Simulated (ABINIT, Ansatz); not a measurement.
# KF (Carobbiite): from the cell to the phonon bands, part 3 of 4

Wanted: phonon bands, density of states and zone-centre response of KF (Carobbiite).

ABINIT 10.8.3; DFT LDA, scalar-relativistic, plane waves, PseudoDojo norm-conserving pseudopotentials.

So far. Step 5 (Zone-centre response): The acoustic modes at Γ come out as far as 2.3 cm⁻¹ from zero, where they should vanish, a small numerical error; the Born charges miss their sum rule by 8.1e-4 e, which is good. Step 6 (Modes with the sum rule): The rule moves no optical mode by more than 0.1 cm⁻¹.

## 8. Phonons on a q mesh

Linear response treats each wavevector in the unit cell, with no supercell; the 4×4×4 mesh fixes the range of the force constants to be had.

Contents of dfpt_q.abi:

```
ndtset 7

# wavevectors
qpt1 0.25 0.0 0.0
qpt2 0.5 0.0 0.0
qpt3 0.25 0.25 0.0
qpt4 0.5 0.25 0.0
qpt5 -0.25 0.25 0.0
qpt6 0.5 0.5 0.0
qpt7 -0.25 0.5 0.25

# displacements
getwfk_filepath "gso_WFK"
getwfq_filepath "gso_WFK"
kptopt 3
nqpt 1
rfphon 1
rfatpol 1 2
rfdir 1 1 1
tolvrs 1.0d-10
prtwf 0

# basis, mesh and filling
ecut 34.0
ngkpt 8 8 8
nshiftk 1
shiftk 0.0 0.0 0.0
istwfk *1
occopt 1
nband 8
nstep 100
diemac 9.0
prtebands 0
prtgsr 0
useylm 1

# cell and atoms
acell 6.892687853 6.892687853 6.892687853
rprim 
    -0.7071067812 0.0 0.7071067812
    0.0 0.7071067812 0.7071067812
    -0.7071067812 0.7071067812 0.0
ntypat 2
znucl 19 9
natom 2
typat 1 2
xred 
    0.0 0.0 0.0
    0.5 0.5 0.5
pp_dirpath "./pseudo"
pseudos "K.upf, F.upf"
```

Started as:

```sh
$ OMP_NUM_THREADS=1 mpirun -n 4 abinit dfpt_q.abi > dfpt_q.log
```

Numbers of over 12 decimals in the logs are rounded to 6 here.

dfpt_q.abo, the main output file:

```text
[banners, grids, parts of the stress and lines that vanish by symmetry left out]
- input  file    -> dfpt_q.abi
- output file    -> dfpt_q.abo
- root for input  files -> dfpt_qi
[...]
DATASET    1 : space group Fm -3 m (#225); Bravais cF (face-center cubic)
[...]
nfft =       64000          nkpt =         512
[...]
DATASET    2 : space group Fm -3 m (#225); Bravais cF (face-center cubic)
[...]
nfft =       64000          nkpt =         512
[...]
DATASET    3 : space group Fm -3 m (#225); Bravais cF (face-center cubic)
[...]
nfft =       64000          nkpt =         512
[...]
DATASET    4 : space group Fm -3 m (#225); Bravais cF (face-center cubic)
[...]
nfft =       64000          nkpt =         512
[...]
DATASET    5 : space group Fm -3 m (#225); Bravais cF (face-center cubic)
[...]
nfft =       64000          nkpt =         512
[...]
DATASET    6 : space group Fm -3 m (#225); Bravais cF (face-center cubic)
[...]
nfft =       64000          nkpt =         512
[...]
DATASET    7 : space group Fm -3 m (#225); Bravais cF (face-center cubic)
[...]
nfft =       64000          nkpt =         512
[...]
== DATASET  1 ==================================================================
[...]
cutoff_energies: {ecut:  34.0, pawecutdg:  -1.0, }
[...]
Perturbation : displacement of atom   1   along direction   1
[...]
-ETOT  1   4.715692     -1.656E+03 4.639E+00 3.446E+04
 ETOT  2   2.512765     -2.203E+00 2.805E-02 6.462E+03
 ETOT  3   2.384687     -1.281E-01 2.058E-03 5.441E+03
 ETOT  4   2.356727     -2.796E-02 9.987E-04 9.620E+02
 ETOT  5   2.302312     -5.442E-02 1.908E-04 2.255E+02
[...]
At SCF step   15       vres2   =  8.35E-11 < tolvrs=  1.00E-10 =>converged.
[...]
Perturbation : displacement of atom   1   along direction   2
[...]
-ETOT  1   3.091140     -1.528E+03 4.598E+00 2.326E+02
[...]
At SCF step   13       vres2   =  4.58E-11 < tolvrs=  1.00E-10 =>converged.
[...]
Perturbation : displacement of atom   2   along direction   1
[...]
-ETOT  1   4.596098     -4.674E+03 6.628E+00 2.423E+04
[...]
At SCF step   15       vres2   =  1.57E-11 < tolvrs=  1.00E-10 =>converged.
[...]
Perturbation : displacement of atom   2   along direction   2
[...]
-ETOT  1   4.144135     -4.596E+03 6.952E+00 2.004E+03
[...]
At SCF step   14       vres2   =  3.01E-11 < tolvrs=  1.00E-10 =>converged.
[...]
Phonon wavevector (reduced coordinates) :  0.25000  0.00000  0.00000
 Phonon energies in Hartree :
[...]
Phonon frequencies in cm-1    :
-  8.623396E+01  8.623396E+01  1.272459E+02  2.047199E+02  2.047199E+02
-  3.183546E+02
[...]
== DATASET  2 ==================================================================
[...]
cutoff_energies: {ecut:  34.0, pawecutdg:  -1.0, }
[...]
Perturbation : displacement of atom   1   along direction   1
[...]
-ETOT  1   4.435292     -1.652E+03 4.660E+00 2.856E+02
[...]
Perturbation : displacement of atom   1   along direction   2
[...]
-ETOT  1   3.155038     -1.533E+03 4.595E+00 2.108E+02
[...]
Perturbation : displacement of atom   2   along direction   1
[...]
-ETOT  1   4.509395     -4.672E+03 6.313E+00 9.361E+03
[...]
Perturbation : displacement of atom   2   along direction   2
[...]
-ETOT  1   4.153517     -4.599E+03 6.853E+00 2.136E+03
[...]
Phonon wavevector (reduced coordinates) :  0.50000  0.00000  0.00000
 Phonon energies in Hartree :
[...]
Phonon frequencies in cm-1    :
-  1.292222E+02  1.292222E+02  1.934688E+02  1.934688E+02  2.102695E+02
-  2.750217E+02
[...]
== DATASET  3 ==================================================================
[...]
cutoff_energies: {ecut:  34.0, pawecutdg:  -1.0, }
[...]
Perturbation : displacement of atom   1   along direction   1
[...]
-ETOT  1   4.074520     -1.619E+03 4.623E+00 1.104E+04
[...]
Perturbation : displacement of atom   2   along direction   1
[...]
-ETOT  1   4.442198     -4.651E+03 6.573E+00 1.346E+04
[...]
Phonon wavevector (reduced coordinates) :  0.25000  0.25000  0.00000
 Phonon energies in Hartree :
[...]
Phonon frequencies in cm-1    :
-  6.260021E+01  6.260021E+01  1.610061E+02  2.149311E+02  2.149311E+02
-  2.778588E+02
[...]
== DATASET  4 ==================================================================
[...]
cutoff_energies: {ecut:  34.0, pawecutdg:  -1.0, }
[...]
Perturbation : displacement of atom   1   along direction   1
[...]
-ETOT  1   4.183261     -1.633E+03 4.675E+00 2.771E+02
[...]
Perturbation : displacement of atom   1   along direction   2
[...]
-ETOT  1   3.528634     -1.572E+03 4.629E+00 1.641E+02
[...]
Perturbation : displacement of atom   1   along direction   3
[...]
-ETOT  1   3.286165     -1.544E+03 4.634E+00 1.755E+02
[...]
Perturbation : displacement of atom   2   along direction   1
[...]
-ETOT  1   4.428744     -4.660E+03 6.312E+00 7.737E+03
[...]
Phonon wavevector (reduced coordinates) :  0.50000  0.25000  0.00000
 Phonon energies in Hartree :
[...]
Phonon frequencies in cm-1    :
-  1.072847E+02  1.394331E+02  1.682095E+02  2.075454E+02  2.156702E+02
-  2.481893E+02
[...]
== DATASET  5 ==================================================================
[...]
cutoff_energies: {ecut:  34.0, pawecutdg:  -1.0, }
[...]
Perturbation : displacement of atom   2   along direction   1
[...]
-ETOT  1   4.294035     -4.632E+03 6.646E+00 5.427E+03
[...]
Perturbation : displacement of atom   2   along direction   3
[...]
-ETOT  1   4.166721     -4.599E+03 6.849E+00 2.165E+03
[...]
Phonon wavevector (reduced coordinates) : -0.25000  0.25000  0.00000
 Phonon energies in Hartree :
[...]
Phonon frequencies in cm-1    :
-  1.061230E+02  1.291514E+02  1.791470E+02  1.926895E+02  2.195970E+02
-  2.677615E+02
[...]
== DATASET  6 ==================================================================
[...]
cutoff_energies: {ecut:  34.0, pawecutdg:  -1.0, }
[...]
Perturbation : displacement of atom   1   along direction   1
[...]
-ETOT  1   3.886321     -1.610E+03 4.656E+00 3.082E+02
[...]
Perturbation : displacement of atom   2   along direction   1
[...]
-ETOT  1   4.332713     -4.646E+03 6.230E+00 5.459E+03
[...]
Phonon wavevector (reduced coordinates) :  0.50000  0.50000  0.00000
 Phonon energies in Hartree :
[...]
Phonon frequencies in cm-1    :
-  8.685487E+01  8.685487E+01  1.699454E+02  2.178966E+02  2.178966E+02
-  2.275699E+02
[...]
== DATASET  7 ==================================================================
[...]
cutoff_energies: {ecut:  34.0, pawecutdg:  -1.0, }
[...]
Perturbation : displacement of atom   1   along direction   1
[...]
-ETOT  1   3.741545     -1.586E+03 4.652E+00 1.976E+02
[...]
Perturbation : displacement of atom   1   along direction   2
[...]
-ETOT  1   3.871422     -1.605E+03 4.650E+00 1.666E+02
[...]
Perturbation : displacement of atom   2   along direction   1
[...]
-ETOT  1   4.292790     -4.631E+03 6.565E+00 4.347E+03
[...]
At SCF step   13       vres2   =  8.24E-11 < tolvrs=  1.00E-10 =>converged.
[...]
Perturbation : displacement of atom   2   along direction   2
[...]
-ETOT  1   4.289415     -4.643E+03 6.395E+00 4.965E+03
[...]
ETOT 12   1.376168      1.455E-11 3.909E-15 3.856E-10
 ETOT 13   1.376168      3.456E-11 4.890E-16 5.756E-12
 At SCF step   13       vres2   =  5.76E-12 < tolvrs=  1.00E-10 =>converged.
[...]
Phonon wavevector (reduced coordinates) : -0.25000  0.50000  0.25000
 Phonon energies in Hartree :
[...]
Phonon frequencies in cm-1    :
-  1.355402E+02  1.355402E+02  1.517396E+02  2.146523E+02  2.232109E+02
-  2.232109E+02
[...]
fcart7     0.0000000000E+00  0.0000000000E+00  0.0000000000E+00
       
================================================================================
```

Run time: 38 min. Hardware: 4 MPI ranks of Intel Xeon Platinum 8488C (Sapphire Rapids), shared host.

This step gave:

```yaml
lowest_mode_on_the_q_mesh_acoustic_ones_at_the_zone_centre_apart: 62.6 cm⁻¹
```

Frequencies (cm⁻¹) before the sum rule at the irreducible wavevectors but Γ, which is solved apart; negative means imaginary. Frequencies by wavevector:

| q (fractions) | star | mode 1 | mode 2 | mode 3 | mode 4 | mode 5 | mode 6 |
| --- | --- | --- | --- | --- | --- | --- | --- |
| 0.25 0 0 | 8 | 86.23 | 86.23 | 127.2 | 204.7 | 204.7 | 318.4 |
| 0.5 0 0 | 4 | 129.2 | 129.2 | 193.5 | 193.5 | 210.3 | 275 |
| 0.25 0.25 0 | 6 | 62.6 | 62.6 | 161 | 214.9 | 214.9 | 277.9 |
| 0.5 0.25 0 | 24 | 107.3 | 139.4 | 168.2 | 207.6 | 215.7 | 248.2 |
| -0.25 0.25 0 | 12 | 106.1 | 129.2 | 179.2 | 192.7 | 219.6 | 267.8 |
| 0.5 0.5 0 | 3 | 86.85 | 86.85 | 169.9 | 217.9 | 217.9 | 227.6 |
| -0.25 0.5 0.25 | 6 | 135.5 | 135.5 | 151.7 | 214.7 | 223.2 | 223.2 |

## 9. Dispersion

anaddb transforms the dynamical matrices to force constants, with the dipole-dipole part treated apart, and back along the path; points of the mesh come back as solved, but for the sum rule and, in polar crystals, the LO-TO term at Γ; the rest is interpolation.

Contents of anaddb.abi:

```
ddb_filepath "all_DDB"
output_file "anaddb.abo"
outdata_prefix "anaddb"
ifcflag 1
ngqpt 4 4 4
nqshft 1
q1shft 0.0 0.0 0.0
asr 1
chneut 1
dipdip 1
dipquad 0
quadquad 0
enunit 0
eivec 0
nph1l 62
qph1l 
    0.0 5.0d-06 5.0d-06 1.0
    0.0 0.05 0.05 1.0
    0.0 0.1 0.1 1.0
    0.0 0.15 0.15 1.0
    0.0 0.2 0.2 1.0
    0.0 0.25 0.25 1.0
    0.0 0.3 0.3 1.0
    0.0 0.35 0.35 1.0
    0.0 0.4 0.4 1.0
    0.0 0.45 0.45 1.0
    0.0 0.5 0.5 1.0
    0.0 0.5125 0.4875 1.0
    0.0 0.525 0.475 1.0
    0.0 0.5375 0.4625 1.0
    0.0 0.55 0.45 1.0
    0.0 0.5625 0.4375 1.0
    0.0 0.575 0.425 1.0
    0.0 0.5875 0.4125 1.0
    0.0 0.6 0.4 1.0
    0.0 0.6125 0.3875 1.0
    0.0 0.625 0.375 1.0
    -0.375 0.375 0.0 1.0
    -0.3375 0.3375 0.0 1.0
    -0.3 0.3 0.0 1.0
    -0.2625 0.2625 0.0 1.0
    -0.225 0.225 0.0 1.0
    -0.1875 0.1875 0.0 1.0
    -0.15 0.15 0.0 1.0
    -0.1125 0.1125 0.0 1.0
    -0.075 0.075 0.0 1.0
    -0.0375 0.0375 0.0 1.0
    0.0 5.0d-06 0.0 1.0
    0.0 0.05 0.0 1.0
    0.0 0.1 0.0 1.0
    0.0 0.15 0.0 1.0
    0.0 0.2 0.0 1.0
    0.0 0.25 0.0 1.0
    0.0 0.3 0.0 1.0
    0.0 0.35 0.0 1.0
    0.0 0.4 0.0 1.0
    0.0 0.45 0.0 1.0
    0.0 0.5 0.0 1.0
    -0.025 0.5 0.025 1.0
    -0.05 0.5 0.05 1.0
    -0.075 0.5 0.075 1.0
    -0.1 0.5 0.1 1.0
    -0.125 0.5 0.125 1.0
    -0.15 0.5 0.15 1.0
    -0.175 0.5 0.175 1.0
    -0.2 0.5 0.2 1.0
    -0.225 0.5 0.225 1.0
    -0.25 0.5 0.25 1.0
    -0.225 0.5 0.275 1.0
    -0.2 0.5 0.3 1.0
    -0.175 0.5 0.325 1.0
    -0.15 0.5 0.35 1.0
    -0.125 0.5 0.375 1.0
    -0.1 0.5 0.4 1.0
    -0.075 0.5 0.425 1.0
    -0.05 0.5 0.45 1.0
    -0.025 0.5 0.475 1.0
    0.0 0.5 0.5 1.0
```

Contents of mrgddb.in:

```
all_DDB
merged
8
dfpt_gammao_DS2_DDB
dfpt_qo_DS1_DDB
dfpt_qo_DS2_DDB
dfpt_qo_DS3_DDB
dfpt_qo_DS4_DDB
dfpt_qo_DS5_DDB
dfpt_qo_DS6_DDB
dfpt_qo_DS7_DDB
```

Started as:

```sh
$ mrgddb < mrgddb.in > mrgddb.log
$ OMP_NUM_THREADS=1 anaddb anaddb.abi > anaddb.log
```

anaddb.abo, the main output file:

```text
[banners, grids, parts of the stress and lines that vanish by symmetry left out]
-outvars_anaddb: echo values of input variables ----------------------

 Flags :
[...]
Dielectric Tensor and Effective Charges
[...]
Effective charge tensors after
[...]
Phonon wavevector (reduced coordinates) :  0.00000  0.00001  0.00001
 Phonon energies in Hartree :
[...]
Phonon frequencies in cm-1    :
-  0.000000E+00  0.000000E+00  3.804237E-03  2.109194E+02  2.109194E+02
-  3.396029E+02
[...]
Phonon wavevector (reduced coordinates) :  0.00000  0.05000  0.05000
 Phonon energies in Hartree :
[...]
Phonon frequencies in cm-1    :
-  1.498105E+01  1.498105E+01  3.745050E+01  2.114152E+02  2.114152E+02
-  3.372184E+02
[...]
Phonon wavevector (reduced coordinates) :  0.00000  0.10000  0.10000
 Phonon energies in Hartree :
[...]
Phonon frequencies in cm-1    :
-  2.904366E+01  2.904366E+01  7.347076E+01  2.125810E+02  2.125810E+02
-  3.298909E+02
[...]
Phonon wavevector (reduced coordinates) :  0.00000  0.15000  0.15000
 Phonon energies in Hartree :
[...]
Phonon frequencies in cm-1    :
-  4.166737E+01  4.166737E+01  1.067849E+02  2.137513E+02  2.137513E+02
-  3.173250E+02
[...]
Phonon wavevector (reduced coordinates) :  0.00000  0.20000  0.20000
 Phonon energies in Hartree :
[...]
Phonon frequencies in cm-1    :
-  5.279266E+01  5.279266E+01  1.363010E+02  2.144977E+02  2.144977E+02
-  2.996283E+02
  Phonon wavevector (reduced coordinates) :  0.00000  0.25000  0.25000
 Phonon energies in Hartree :
[...]
Phonon frequencies in cm-1    :
-  6.255901E+01  6.255901E+01  1.609950E+02  2.149074E+02  2.149074E+02
-  2.778376E+02
  Phonon wavevector (reduced coordinates) :  0.00000  0.30000  0.30000
 Phonon energies in Hartree :
[...]
Phonon frequencies in cm-1    :
-  7.098278E+01  7.098278E+01  1.795742E+02  2.153493E+02  2.153493E+02
-  2.544131E+02
  Phonon wavevector (reduced coordinates) :  0.00000  0.35000  0.35000
 Phonon energies in Hartree :
[...]
Phonon frequencies in cm-1    :
-  7.784467E+01  7.784467E+01  1.891671E+02  2.160506E+02  2.160506E+02
-  2.345513E+02
  Phonon wavevector (reduced coordinates) :  0.00000  0.40000  0.40000
 Phonon energies in Hartree :
[...]
Phonon frequencies in cm-1    :
-  8.284899E+01  8.284899E+01  1.849753E+02  2.169054E+02  2.169054E+02
-  2.264728E+02
  Phonon wavevector (reduced coordinates) :  0.00000  0.45000  0.45000
 Phonon energies in Hartree :
[...]
Phonon frequencies in cm-1    :
-  8.583897E+01  8.583897E+01  1.745692E+02  2.176054E+02  2.176054E+02
-  2.268234E+02
  Phonon wavevector (reduced coordinates) :  0.00000  0.50000  0.50000
 Phonon energies in Hartree :
[...]
Phonon frequencies in cm-1    :
-  8.682444E+01  8.682444E+01  1.699328E+02  2.178735E+02  2.178735E+02
-  2.275455E+02
  Phonon wavevector (reduced coordinates) :  0.00000  0.51250  0.48750
 Phonon energies in Hartree :
[...]
Phonon frequencies in cm-1    :
-  8.714194E+01  8.785644E+01  1.697510E+02  2.177668E+02  2.180607E+02
-  2.275232E+02
  Phonon wavevector (reduced coordinates) :  0.00000  0.52500  0.47500
 Phonon energies in Hartree :
[...]
Phonon frequencies in cm-1    :
-  8.808323E+01  9.086444E+01  1.692061E+02  2.174476E+02  2.186116E+02
-  2.274555E+02
  Phonon wavevector (reduced coordinates) :  0.00000  0.53750  0.46250
 Phonon energies in Hartree :
[...]
Phonon frequencies in cm-1    :
-  8.961573E+01  9.561195E+01  1.682996E+02  2.169183E+02  2.194952E+02
-  2.273407E+02
[...]
-  1.292208E+02  1.292208E+02  1.934300E+02  1.934300E+02  2.102686E+02
-  2.749945E+02
  Phonon wavevector (reduced coordinates) : -0.02500  0.50000  0.02500
 Phonon energies in Hartree :
[...]
Phonon frequencies in cm-1    :
-  1.289764E+02  1.298045E+02  1.931852E+02  1.937537E+02  2.102151E+02
-  2.738517E+02
  Phonon wavevector (reduced coordinates) : -0.05000  0.50000  0.05000
 Phonon energies in Hartree :
[...]
Phonon frequencies in cm-1    :
-  1.283415E+02  1.313784E+02  1.920995E+02  1.947313E+02  2.103578E+02
-  2.705155E+02
  Phonon wavevector (reduced coordinates) : -0.07500  0.50000  0.07500
 Phonon energies in Hartree :
[...]
Phonon frequencies in cm-1    :
-  1.275712E+02  1.334719E+02  1.895033E+02  1.963730E+02  2.112578E+02
-  2.652584E+02
  Phonon wavevector (reduced coordinates) : -0.10000  0.50000  0.10000
 Phonon energies in Hartree :
[...]
Phonon frequencies in cm-1    :
-  1.269895E+02  1.354849E+02  1.851731E+02  1.986635E+02  2.130481E+02
-  2.585215E+02
  Phonon wavevector (reduced coordinates) : -0.12500  0.50000  0.12500
 Phonon energies in Hartree :
[...]
Phonon frequencies in cm-1    :
-  1.269085E+02  1.368985E+02  1.794503E+02  2.015107E+02  2.153777E+02
-  2.508905E+02
  Phonon wavevector (reduced coordinates) : -0.15000  0.50000  0.15000
 Phonon energies in Hartree :
[...]
Phonon frequencies in cm-1    :
[...]
Phonon wavevector (reduced coordinates) : -0.02500  0.50000  0.47500
 Phonon energies in Hartree :
[...]
Phonon frequencies in cm-1    :
-  8.761269E+01  8.871398E+01  1.695691E+02  2.179295E+02  2.179764E+02
-  2.275007E+02
  Phonon wavevector (reduced coordinates) :  0.00000  0.50000  0.50000
 Phonon energies in Hartree :
[...]
Phonon frequencies in cm-1    :
-  8.682444E+01  8.682444E+01  1.699328E+02  2.178735E+02  2.178735E+02
-  2.275455E+02
-
```

It took 0.83 s on 1 thread.

Read from the output:

```
lowest frequency on the path : 0 cm⁻¹
```

Anaddb, dipole-dipole term. Phonon branches along the path, in cm⁻¹:

| point | branch 1 | branch 2 | branch 3 | branch 4 | branch 5 | branch 6 |
| --- | --- | --- | --- | --- | --- | --- |
| Γ | 0 | 0 | 0 | 211 | 211 | 340 |
| X | 87 | 87 | 170 | 218 | 218 | 228 |
| U | 111 | 151 | 152 | 208 | 225 | 230 |
| jump to K | 111 | 151 | 152 | 208 | 225 | 230 |
| Γ | 0 | 0 | 0 | 211 | 211 | 340 |
| L | 129 | 129 | 193 | 193 | 210 | 275 |
| W | 136 | 136 | 152 | 215 | 223 | 223 |
| X | 87 | 87 | 170 | 218 | 218 | 228 |

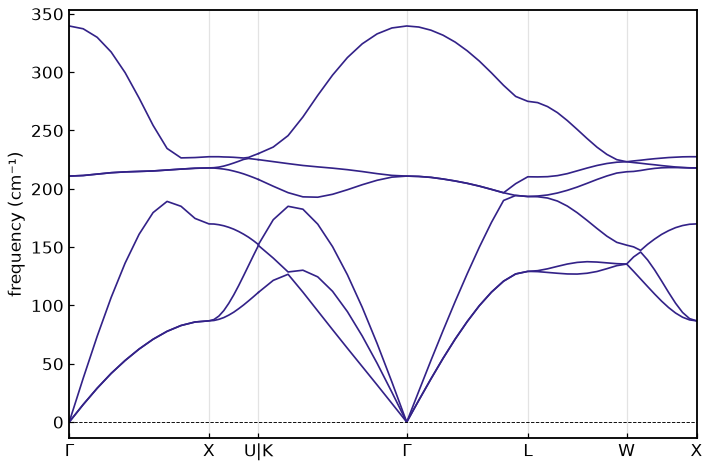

Phonon branches along the path.

All branches are real along the path.

(Part 3 of 4 ends here.)

[Host names and launcher messages were left out of these logs when they were recorded.]

[Logs are printed without paths, hosts, clocks, repeated set-up lines and the standing remarks that a program may print on its own settings, such as how far it seeks lower states.]

[Hosts, paths, dates, database ids (printed as entryN), source tags and the programs' standing remarks are cut or masked in the printed files.]
